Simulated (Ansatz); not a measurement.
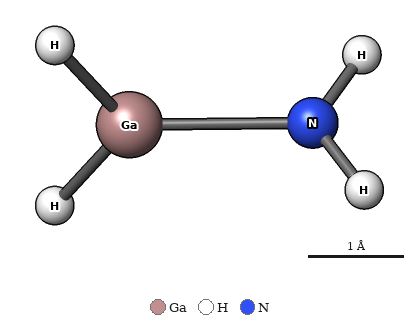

*The starting structure (ball-and-stick view, seen at a tilt). Sticks mark near contacts.*

Bond lengths as drawn: Ga–H 1.57 Å, Ga–N 1.93 Å and H–N 1.06 Å.

Geometry relaxation of GaNH$_{4}$

GaNH$_{4}$, computed with RKS BHLYP/def2-mTZVP (Ansatz 0.2.0).

It belongs to a series of runs on one base structure; here: start relaxed.

## Log
```
The last accepted step is kept in [file] (removed where the run ends without a failure and the disk answers)
Engine: ansatz 0.2.0, aarch64-unknown-linux-gnu
Functional definition: BHLYP
  parameter a = 0.5
  exchange = (1 - a)*b88_x + a*exact_x
  correlation = lyp_c
667 factors; integrals over basis functions are off by at most 6.5e-4 eV
mean field evaluation 1: about -53925.6952 eV, gradient 5.4e1 eV
mean field evaluation 2: about -53921.4479 eV, gradient 6.8e1 eV
mean field evaluation 4: about -53931.1268 eV, gradient 4.7e-1 eV
mean field evaluation 8: about -53931.1440 eV, gradient 3.4e-2 eV
mean field evaluation 16: about -53931.1441 eV, gradient 1.9e-5 eV
mean field -53931.14405154 eV, -1981.9329880515 hartree, gradient 1.9e-5 eV, S^2 0.000000; 0 other end points of the search recorded, 0 dependent functions left out
the calculation of the forces begins
reference -53931.14420708 eV, -1981.9329937676 hartree; 21, 21 occupied and 46, 46 virtual orbitals, 667 factors
relax step   1: F+E_penalty+E_count = -53931.14405154 eV  Δ(F+E_penalty+E_count) = +0.000e0 eV  max|allowed force component| = 2.496e0 eV/Å  Δτ_max = 0.0000 Å  (26 SCF iters, accepted)
these checks for a lower state are left out or cut short: starts, cluster_reference, orbital_swaps, neighbouring_geometries, increment
667 factors; integrals over basis functions are off by at most 6.5e-4 eV
mean field -53931.40093403 eV, -1981.9424283091 hartree, gradient 6.2e-6 eV, S^2 0.000000; 0 other end points of the search recorded, 0 dependent functions left out
the calculation of the forces begins
reference -53931.40108822 eV, -1981.9424339754 hartree; 21, 21 occupied and 46, 46 virtual orbitals, 667 factors
relax step   2: F+E_penalty+E_count = -53931.40093403 eV  Δ(F+E_penalty+E_count) = -2.569e-1 eV  max|allowed force component| = 6.466e-1 eV/Å  Δτ_max = 0.0749 Å  (32 SCF iters, accepted)
these checks for a lower state are left out or cut short: starts, cluster_reference, orbital_swaps, neighbouring_geometries, increment
667 factors; integrals over basis functions are off by at most 6.5e-4 eV
mean field -53931.44856977 eV, -1981.9441788901 hartree, gradient 1.5e-5 eV, S^2 0.000000; 0 other end points of the search recorded, 0 dependent functions left out
the calculation of the forces begins
reference -53931.44872328 eV, -1981.9441845316 hartree; 21, 21 occupied and 46, 46 virtual orbitals, 667 factors
relax step   3: F+E_penalty+E_count = -53931.44856977 eV  Δ(F+E_penalty+E_count) = -4.764e-2 eV  max|allowed force component| = 1.432e-1 eV/Å  Δτ_max = 0.0908 Å  (30 SCF iters, accepted)
these checks for a lower state are left out or cut short: starts, cluster_reference, orbital_swaps, neighbouring_geometries, increment
667 factors; integrals over basis functions are off by at most 6.2e-4 eV
mean field evaluation 32: about -53931.2250 eV, gradient 8.8e0 eV
mean field -53931.56330963 eV, -1981.9483955022 hartree, gradient 9.2e-6 eV, S^2 0.000000; 0 other end points of the search recorded, 0 dependent functions left out
the calculation of the forces begins
reference -53931.56346355 eV, -1981.9484011588 hartree; 21, 21 occupied and 46, 46 virtual orbitals, 667 factors
relax step   4: F+E_penalty+E_count = -53931.56330963 eV  Δ(F+E_penalty+E_count) = -1.147e-1 eV  max|allowed force component| = 1.091e0 eV/Å  Δτ_max = 0.1956 Å  (28 SCF iters, accepted)
these checks for a lower state are left out or cut short: starts, cluster_reference, orbital_swaps, neighbouring_geometries, increment
667 factors; integrals over basis functions are off by at most 6.2e-4 eV
mean field -53931.74608068 eV, -1981.9551122144 hartree, gradient 1.6e-5 eV, S^2 0.000000; 0 other end points of the search recorded, 0 dependent functions left out
the calculation of the forces begins
reference -53931.74623520 eV, -1981.9551178930 hartree; 21, 21 occupied and 46, 46 virtual orbitals, 667 factors
relax step   5: F+E_penalty+E_count = -53931.74608068 eV  Δ(F+E_penalty+E_count) = -1.828e-1 eV  max|allowed force component| = 1.434e0 eV/Å  Δτ_max = 0.2000 Å  (28 SCF iters, accepted)
these checks for a lower state are left out or cut short: starts, cluster_reference, orbital_swaps, neighbouring_geometries, increment
667 factors; integrals over basis functions are off by at most 7.4e-4 eV
mean field -53931.94433210 eV, -1981.9623978198 hartree, gradient 1.2e-5 eV, S^2 0.000000; 0 other end points of the search recorded, 0 dependent functions left out
the calculation of the forces begins
reference -53931.94448544 eV, -1981.9624034550 hartree; 21, 21 occupied and 46, 46 virtual orbitals, 667 factors
relax step   6: F+E_penalty+E_count = -53931.94433210 eV  Δ(F+E_penalty+E_count) = -1.983e-1 eV  max|allowed force component| = 4.498e-1 eV/Å  Δτ_max = 0.2000 Å  (28 SCF iters, accepted)
these checks for a lower state are left out or cut short: starts, cluster_reference, orbital_swaps, neighbouring_geometries, increment
667 factors; integrals over basis functions are off by at most 7.2e-4 eV
mean field -53932.03620937 eV, -1981.9657742471 hartree, gradient 2.4e-5 eV, S^2 0.000000; 0 other end points of the search recorded, 0 dependent functions left out
the calculation of the forces begins
reference -53932.03636261 eV, -1981.9657798787 hartree; 21, 21 occupied and 46, 46 virtual orbitals, 667 factors
relax step   7: F+E_penalty+E_count = -53932.03620937 eV  Δ(F+E_penalty+E_count) = -9.188e-2 eV  max|allowed force component| = 1.918e-1 eV/Å  Δτ_max = 0.2000 Å  (26 SCF iters, accepted)
these checks for a lower state are left out or cut short: starts, cluster_reference, orbital_swaps, neighbouring_geometries, increment
667 factors; integrals over basis functions are off by at most 7.1e-4 eV
mean field evaluation 64: about -53932.0402 eV, gradient 6.0e-4 eV
mean field -53932.04024136 eV, -1981.9659224200 hartree, gradient 2.6e-5 eV, S^2 0.000000; 0 other end points of the search recorded, 0 dependent functions left out
the calculation of the forces begins
reference -53932.04039361 eV, -1981.9659280154 hartree; 21, 21 occupied and 46, 46 virtual orbitals, 667 factors
relax step   8: F+E_penalty+E_count = -53932.04024136 eV  Δ(F+E_penalty+E_count) = -4.032e-3 eV  max|allowed force component| = 1.318e-1 eV/Å  Δτ_max = 0.0754 Å  (28 SCF iters, accepted)
these checks for a lower state are left out or cut short: starts, cluster_reference, orbital_swaps, neighbouring_geometries, increment
667 factors; integrals over basis functions are off by at most 7.1e-4 eV
mean field -53932.04123247 eV, -1981.9659588426 hartree, gradient 2.7e-5 eV, S^2 0.000000; 0 other end points of the search recorded, 0 dependent functions left out
the calculation of the forces begins
reference -53932.04138491 eV, -1981.9659644447 hartree; 21, 21 occupied and 46, 46 virtual orbitals, 667 factors
relax step   9: F+E_penalty+E_count = -53932.04123247 eV  Δ(F+E_penalty+E_count) = -9.911e-4 eV  max|allowed force component| = 5.064e-3 eV/Å  Δτ_max = 0.0199 Å  (29 SCF iters, accepted)
```

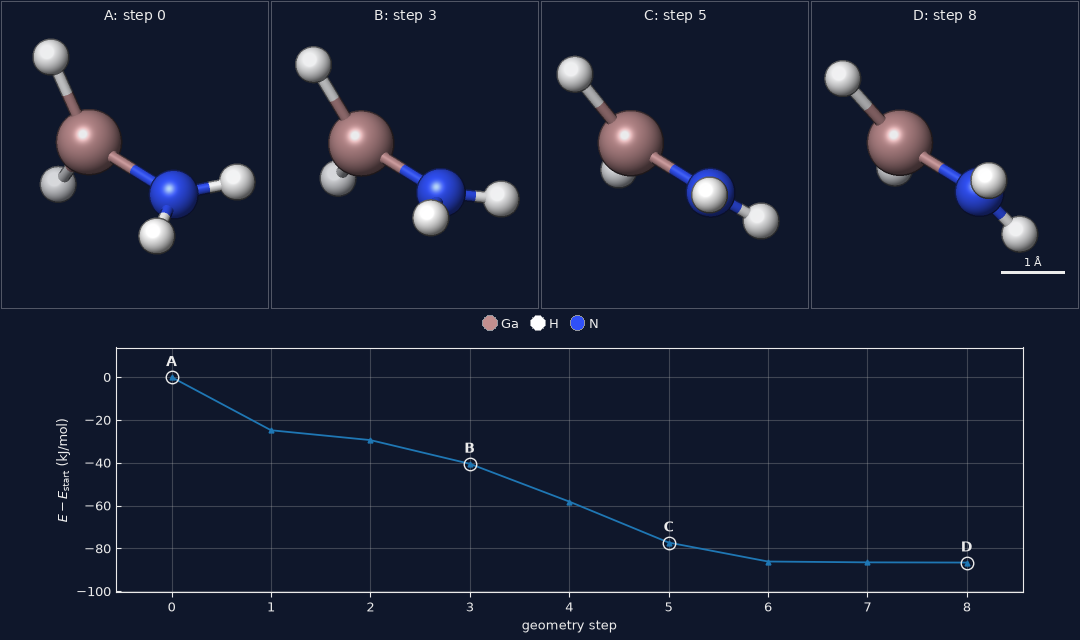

*Frames of the relaxation (ball-and-stick view, seen at a tilt) above the curves, on which the letters mark them (the first geometry is step 0 here and step 1 in the log).*

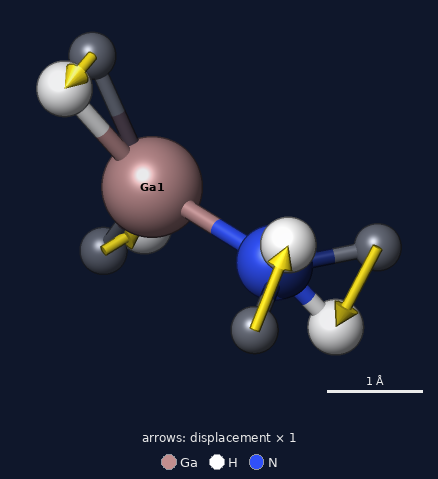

*Start (faint) and end (solid) with the displacements as yellow arrows, at true length (ball-and-stick view, seen at a tilt). The two geometries are laid on each other by the best rigid fit.*

Over 8 geometry steps the energy falls by 86.6 kJ/mol. Largest force component: 2.5 eV/Å at the start, 0.0051 eV/Å at the end. The largest moves after the best rigid fit, 0.97 Å, are those of H4 and H5. By element the largest moves are H 0.97 Å, N 0.09 Å, Ga 0.02 Å. Among the contacts that change: Ga1–N3 1.930 → 1.815 Å, N3–H4 1.060 → 1.001 Å, Ga1–H2 1.570 → 1.560 Å. Among the angles that change: H4–N3–H5 120.0° → 111.5°, H2–Ga1–H6 120.0° → 125.9°, Ga1–N3–H4 120.0° → 124.2°. (Atoms are counted from 1 in the order of the input.)

```
667 factors; integrals over basis functions are off by at most 7.1e-4 eV
mean field -53932.04123247 eV, -1981.9659588426 hartree, gradient 2.7e-5 eV, S^2 0.000000; 1 other end points of the search recorded, 0 dependent functions left out
the calculation of the forces begins
reference -53932.04138491 eV, -1981.9659644447 hartree; 21, 21 occupied and 46, 46 virtual orbitals, 667 factors
Total energy: -53932.04138491 eV, -1981.9659644447 hartree
Atom 0 at     0.017868    -0.000155    -0.010915 Å, force     0.002386    -0.000760    -0.001848 eV/Å
Atom 1 at     0.040996    -0.559178     1.444935 Å, force    -0.001895     0.002019    -0.000352 eV/Å
Atom 2 at     1.589863     0.000549    -0.918135 Å, force    -0.004624    -0.000593     0.005064 eV/Å
Atom 3 at     2.456681    -0.329865    -0.541739 Å, force     0.002359    -0.000585    -0.004863 eV/Å
Atom 4 at     1.699821     0.331210    -1.856631 Å, force     0.002137     0.001027     0.000996 eV/Å
Atom 5 at    -1.232729     0.557439    -0.757515 Å, force    -0.000362    -0.001107     0.001005 eV/Å
Dipole moment:     0.167277     0.000339    -0.096514 e Å
```

## Trajectory as extended XYZ (Å, eV, eV/Å), 9 frames, from step=1 to step=9
```
6
Properties=species:S:1:pos:R:3:forces:R:3 step=1 energy=-53931.14405
Ga    0.0000    0.0000    0.0000    1.1195  -0.0001  -0.6457
H     0.0000    0.0000    1.5700    0.0657  -0.0078  -0.0260
N     1.6714    0.0000   -0.9650   -0.0706  -0.0006   0.0408
H     2.1380   -0.9179   -1.2168   -0.5999   2.4964   0.3117
H     2.1227    0.9179   -1.2432   -0.5694  -2.4958   0.3634
H    -1.3596    0.0000   -0.7850    0.0547   0.0078  -0.0443
6
Properties=species:S:1:pos:R:3:forces:R:3 step=2 energy=-53931.40093
Ga    0.0085    0.0000   -0.0049    0.5208   0.0000  -0.3006
H     0.0406   -0.0139    1.5636   -0.0389  -0.0258  -0.0094
N     1.6341    0.0000   -0.9434   -0.2409  -0.0001   0.1392
H     2.1291   -0.8490   -1.1889   -0.1071   0.6466   0.0797
H     2.0941    0.8490   -1.2495   -0.1225  -0.6465   0.0528
H    -1.3338    0.0139   -0.8169   -0.0114   0.0258   0.0383
6
Properties=species:S:1:pos:R:3:forces:R:3 step=3 energy=-53931.44857
Ga    0.0260    0.0000   -0.0150   -0.0027  -0.0001   0.0015
H     0.0291   -0.0672    1.5530    0.0151  -0.0993  -0.0007
N     1.6256    0.0000   -0.9384   -0.0725   0.0011   0.0420
H     2.1718   -0.8209   -1.1138    0.1004   0.1055   0.1131
H     2.0504    0.8209   -1.3240   -0.0484  -0.1066  -0.1432
H    -1.3303    0.0672   -0.8017    0.0081   0.0993  -0.0128
6
Properties=species:S:1:pos:R:3:forces:R:3 step=4 energy=-53931.56331
Ga    0.0437    0.0000   -0.0252   -0.6498  -0.0002   0.3751
H     0.0165   -0.1857    1.5406    0.0820  -0.2001  -0.1383
N     1.6160    0.0000   -0.9327    1.0909   0.0058  -0.6328
H     2.2677   -0.7832   -0.9478   -0.3231   0.8164   0.2275
H     1.9545    0.7832   -1.4903   -0.3607  -0.8221   0.1703
H    -1.3258    0.1857   -0.7847    0.1607   0.2002  -0.0019
6
Properties=species:S:1:pos:R:3:forces:R:3 step=5 energy=-53931.74608
Ga    0.0521    0.0001   -0.0307   -1.0382  -0.0005   0.6015
H     0.0187   -0.3056    1.5175    0.1019  -0.1967  -0.2142
N     1.6041   -0.0005   -0.9271    1.4341  -0.0037  -0.8224
H     2.3455   -0.6874   -0.7904   -0.4411   0.8191   0.0880
H     1.8583    0.6878   -1.6351   -0.2954  -0.8146   0.3294
H    -1.3063    0.3056   -0.7743    0.2388   0.1965   0.0176
6
Properties=species:S:1:pos:R:3:forces:R:3 step=6 energy=-53931.94433
Ga    0.0361    0.0010   -0.0200   -0.2085  -0.0053   0.1151
H     0.0126   -0.4221    1.4862    0.1072  -0.1469  -0.0719
N     1.6082    0.0000   -0.9302    0.3296  -0.0268  -0.1476
H     2.4129   -0.5497   -0.6632   -0.2463   0.4498  -0.0402
H     1.7823    0.5501   -1.7586   -0.0887  -0.4248   0.1998
H    -1.2797    0.4208   -0.7543    0.1067   0.1540  -0.0553
6
Properties=species:S:1:pos:R:3:forces:R:3 step=7 energy=-53932.03621
Ga    0.0169    0.0003   -0.0162   -0.0341  -0.0034   0.0577
H     0.0475   -0.5288    1.4524   -0.0060  -0.0296  -0.0291
N     1.5905    0.0006   -0.9185    0.1918  -0.0066  -0.1013
H     2.4473   -0.3823   -0.5593   -0.1429   0.1158  -0.0330
H     1.7193    0.3813   -1.8387   -0.0405  -0.1035   0.1079
H    -1.2490    0.5289   -0.7598    0.0317   0.0273  -0.0022
6
Properties=species:S:1:pos:R:3:forces:R:3 step=8 energy=-53932.04024
Ga    0.0199    0.0034   -0.0097   -0.0161  -0.0249  -0.0004
H     0.0334   -0.5696    1.4425    0.0180   0.0264  -0.0156
N     1.5912    0.0036   -0.9190    0.0870   0.0018  -0.0578
H     2.4617   -0.3157   -0.5359   -0.0819   0.0167  -0.0519
H     1.6995    0.3144   -1.8673   -0.0141  -0.0182   0.1318
H    -1.2333    0.5639   -0.7505    0.0072  -0.0018  -0.0060
6
Properties=species:S:1:pos:R:3:forces:R:3 step=9 energy=-53932.04123
Ga    0.0179   -0.0002   -0.0109    0.0024  -0.0008  -0.0018
H     0.0410   -0.5592    1.4449   -0.0019   0.0020  -0.0004
N     1.5899    0.0005   -0.9181   -0.0046  -0.0006   0.0051
H     2.4567   -0.3299   -0.5417    0.0024  -0.0006  -0.0049
H     1.6998    0.3312   -1.8566    0.0021   0.0010   0.0010
H    -1.2327    0.5574   -0.7575   -0.0004  -0.0011   0.0010
```

This output came from the following input.

## Input file
```yaml
crystal:
  periodic: [false, false, false]
  atoms:
    - { symbol: Ga, position_ang: [0.0, 0.0, 0.0] }
    - { symbol: H, position_ang: [0.0, 0.0, 1.57] }
    - { symbol: "N", position_ang: [1.6714, 0.0, -0.965] }
    - { symbol: H, position_ang: [2.138, -0.9179, -1.2168] }
    - { symbol: H, position_ang: [2.1227, 0.9179, -1.2432] }
    - { symbol: H, position_ang: [-1.3596, 0.0, -0.785] }
basis:
  gaussian: { orbitals: def2-mTZVP }
hamiltonian:
  xc: { name: BHLYP }
relax:
  f_tol: 0.02
  max_steps: 40
```

Launch command:
```bash
ansatz run input.yaml --threads 2 --pin off --max-ram 3072MiB --backend cpu --events-out ev --progress --plain --runs-dir out
```

## Summary

| quantity | value |
| --- | --- |
| outcome | converged |
| total energy | −53932.0414 eV |
| mean-field energy | −53932.0414 eV |
| largest force (length of the vector) at the end | 0.007 eV/Å |
| hardware | 2 threads of Arm Neoverse V1, 24 GiB of memory available, shared host |
| wall time | 11 s (CPU time 20 s) |
| peak memory | 0.12 GiB |
